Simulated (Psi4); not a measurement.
# [NH4]+ (SMILES [NH4+]) at BLYP/def2-TZVPP

Aim: the vertical ionisation energy of [NH4]+ at BLYP/def2-TZVPP, from 2 runs. 

The results are computed with Psi4 1.11.

3 further runs of the same task are left out: 2 that didn't finish, 1 set aside as unsound or not needed.

## Step 1: The system as given

[NH4]+: 5 atoms, total charge +1, spin state singlet. SMILES: `[NH4+]`. The coordinates come from a PBE0-D4/def2-TZVP relaxation.

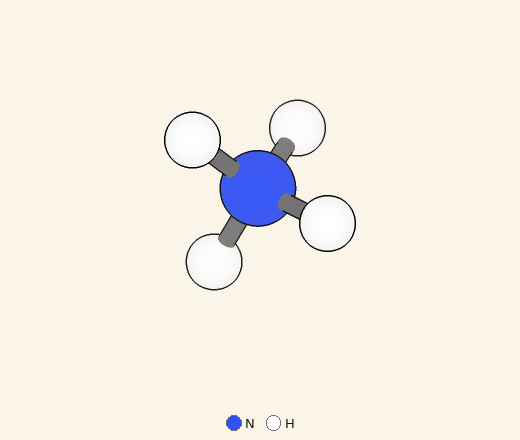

The structure, seen from a chosen angle (nitrogen blue, hydrogen white).

## Step 2: Energy and forces at BLYP/def2-TZVPP

calc.in

```
memory 2200 MB

molecule {
  1 1
  N      0.000010     0.000010     0.000000
  H      0.453330    -0.447860     0.801010
  H     -0.972430     0.216180     0.235210
  H      0.023940    -0.633460    -0.803650
  H      0.495160     0.865130    -0.232580
  units angstrom
  symmetry c1
  no_reorient
  no_com
}

set puream true
set e_convergence 1e-09
set d_convergence 1e-08
set scf_type pk
set dft_radial_points 99
set dft_spherical_points 590

e, wfn = gradient("blyp/def2-TZVPP", return_wfn=True)
print_variables()
```

Command:

```console
$ psi4 -n 1 calc.in calc.out
```

calc.out (excerpt; [...] marks lines left out):

```text
[...]
  Running in c1 symmetry.
[...]
  Nuclear repulsion =   16.375270078084789
[...]
  Multiplicity = 1
[...]
  Nalpha       = 5
  Nbeta        = 5
[...]
    Number of basis functions: 87
[...]
   @RKS iter   1:   -56.68330242638327    1.90154e-01   8.86463e-03 DIIS/ADIIS
[...]
   @RKS iter   7:   -56.89734579794606   -1.78133e-11   4.18722e-09 DIIS
[...]
    Orbital Energies [Eh]
    ---------------------
    Doubly Occupied:
       1A    -14.377062     2A     -1.160136     3A     -0.769123
       4A     -0.769109     5A     -0.769104
[...]
  @RKS Final Energy:   -56.89734579794606
   => Energetics <=
    Nuclear Repulsion Energy =             16.3752700780847888
    One-Electron Energy =                -105.0231842657660764
    Two-Electron Energy =                  39.8668229356793020
    DFT Exchange-Correlation Energy =      -8.1162545459440683
    Empirical Dispersion Energy =           0.0000000000000000
    VV10 Nonlocal Energy =                  0.0000000000000000
    Total Energy =                        -56.8973457979460591
[...]
 Multipole Moments:
 ------------------------------------------------------------------------------------
     Multipole            Electronic (a.u.)      Nuclear  (a.u.)        Total (a.u.)
 ------------------------------------------------------------------------------------
 L = 1.  Multiply by 2.5417464519 to convert [e a0] to [Debye]
 Dipole X            :         -0.0001325            0.0001323           -0.0000002
 Dipole Y            :         -0.0001203            0.0001134           -0.0000069
 Dipole Z            :          0.0000133           -0.0000189           -0.0000056
 Magnitude           :                                                    0.0000089
[...]
  -Total Gradient:
     Atom            X                  Y                   Z
    ------   -----------------  -----------------  -----------------
       1        0.000001531790     0.000008322422     0.000003219375
       2       -0.002752543915     0.002710441933    -0.004863025596
       3        0.005905470314    -0.001309847322    -0.001428896562
       4       -0.000144029996     0.003837831936     0.004878296962
       5       -0.003010396640    -0.005246808237     0.001410437918
[...]
```

It took 23 s on 1 thread of Intel Xeon at 2.50GHz (Skylake/Cascade Lake), shared host; peak memory 1 GiB.

## Step 3: Doublet [NH4]2+, same level

run.py

```python
import psi4

psi4.set_memory(2200000000)
psi4.set_num_threads(1)
psi4.set_output_file('run.log', False)

geom = psi4.geometry("""
2 2
N      0.000010     0.000010     0.000000
H      0.453330    -0.447860     0.801010
H     -0.972430     0.216180     0.235210
H      0.023940    -0.633460    -0.803650
H      0.495160     0.865130    -0.232580
symmetry c1
""")

psi4.set_options({
    'reference': 'uks',
    'puream': True,
    'e_convergence': 1e-09,
    'd_convergence': 1e-08,
    'scf_type': 'pk',
    'dft_radial_points': 99,
    'dft_spherical_points': 590,
    'maxiter': 100,
})

result, w = psi4.gradient("blyp/def2-TZVPP", return_wfn=True)
psi4.oeprop(w, "DIPOLE", "MULLIKEN_CHARGES", "MAYER_INDICES", title="BLYP")
print('gradient / Eh bohr^-1')
print(result.np.round(6))
print(f'energy = {w.energy():.10f} Eh')
for k, v in sorted(psi4.core.scalar_variables().items()):
    print(f'{k:45s} {v:18.10f}')
```

Command:

```console
$ python run.py
```

run.log (excerpt; [...] marks lines left out):

```text
[...]
  Running in c1 symmetry.
[...]
  Nuclear repulsion =   16.375270078084789
[...]
  Multiplicity = 2
[...]
  Nalpha       = 5
  Nbeta        = 4
[...]
    Number of basis functions: 87
[...]
   @UKS iter   1:   -55.88276426302362    9.90692e-01   4.15739e-03 ADIIS/DIIS
[...]
   @UKS iter  16:   -55.92942695044970   -1.69109e-12   2.23405e-09 DIIS
[...]
   @S^2 Observed:                7.514493867E-01
[...]
  @UKS Final Energy:   -55.92942695044970
   => Energetics <=
    Nuclear Repulsion Energy =             16.3752700780847888
    One-Electron Energy =                -100.0514726073920002
    Two-Electron Energy =                  35.4851834430743978
    DFT Exchange-Correlation Energy =      -7.7384078642168923
    Empirical Dispersion Energy =           0.0000000000000000
    VV10 Nonlocal Energy =                  0.0000000000000000
    Total Energy =                        -55.9294269504496953
[...]
  -Total Gradient:
     Atom            X                  Y                   Z
    ------   -----------------  -----------------  -----------------
       1        0.000009269560    -0.000043877638     0.000017816561
       2       -0.000336286044     0.077457692035    -0.063664444076
       3        0.062560737131    -0.049667565783    -0.060573318095
       4       -0.056885974493     0.052183049727     0.063973028204
       5       -0.005347668425    -0.079929288187     0.060246994553
[...]
 Multipole Moments:
 ------------------------------------------------------------------------------------
     Multipole            Electronic (a.u.)      Nuclear  (a.u.)        Total (a.u.)
 ------------------------------------------------------------------------------------
 L = 1.  Multiply by 2.5417464519 to convert [e a0] to [Debye]
 Dipole X            :          0.0000277           -0.0000291           -0.0000015
 Dipole Y            :         -0.0000520           -0.0000364           -0.0000884
 Dipole Z            :          0.0000212           -0.0000073            0.0000139
 Magnitude           :                                                    0.0000895
[...]
```

On the terminal:

```text
gradient / Eh bohr^-1
[[ 9.0000e-06 -4.4000e-05  1.8000e-05]
 [-3.3600e-04  7.7458e-02 -6.3664e-02]
 [ 6.2561e-02 -4.9668e-02 -6.0573e-02]
 [-5.6886e-02  5.2183e-02  6.3973e-02]
 [-5.3480e-03 -7.9929e-02  6.0247e-02]]
energy = -55.9294269504 Eh
CURRENT ENERGY                                    -55.9294269504
CURRENT REFERENCE ENERGY                          -55.9294269504
DD SOLVATION ENERGY                                 0.0000000000
DFT FUNCTIONAL TOTAL ENERGY                       -55.9294269504
DFT TOTAL ENERGY                                  -55.9294269504
DFT VV10 ENERGY                                     0.0000000000
DFT XC ENERGY                                      -7.7384078642
GRID ELECTRONS ALPHA                                5.0000000253
GRID ELECTRONS BETA                                 4.0000000470
GRID ELECTRONS TOTAL                                9.0000000724
NUCLEAR REPULSION ENERGY                           16.3752700781
ONE-ELECTRON ENERGY                              -100.0514726074
PCM POLARIZATION ENERGY                             0.0000000000
PE ENERGY                                           0.0000000000
SCF ITERATION ENERGY                              -55.9294269504
SCF ITERATIONS                                     16.0000000000
SCF TOTAL ENERGY                                  -55.9294269504
TWO-ELECTRON ENERGY                                35.4851834431
XC GRID RADIAL POINTS                              99.0000000000
XC GRID SPHERICAL POINTS                          590.0000000000
XC GRID TOTAL POINTS                           281389.0000000000
```

Run time: 56 s. Hardware: 1 thread of Intel Xeon at 2.50GHz (Skylake/Cascade Lake), shared host; peak memory 1 GiB.

## Step 4: Summary of results

Level: BLYP/def2-TZVPP.

| quantity | value |
| --- | --- |
| singlet [NH4]+: total energy | -56.89735 Eh |
| singlet [NH4]+: HOMO energy | -20.93 eV |
| singlet [NH4]+: LUMO energy | -6.94 eV |
| singlet [NH4]+: HOMO–LUMO gap | 13.99 eV |
| singlet [NH4]+: largest force on an atom | 0.320 eV/Å |
| doublet [NH4]2+: total energy | -55.92943 Eh |
| doublet [NH4]2+: HOMO energy (highest over α and β) | -32.32 eV |
| doublet [NH4]2+: LUMO energy (lowest over α and β) | -31.75 eV |
| doublet [NH4]2+: ⟨S²⟩ | 0.751 |
| doublet [NH4]2+: largest force on an atom | 5.156 eV/Å |
| vertical ionisation energy (to the doublet dication) | 26.338 eV |

Removing an electron at fixed nuclei costs 26.34 eV (607 kcal/mol). The largest force (singlet [NH4]+) is 0.32 eV/Å: the shape isn't a stationary point for this species at this level. −ε(HOMO) before ionisation, 20.93 eV, is 5.41 eV below this ionisation energy. Mulliken charges (doublet [NH4]2+) run from +0.31 on N1 to +0.42 on H2; they depend strongly on the basis.
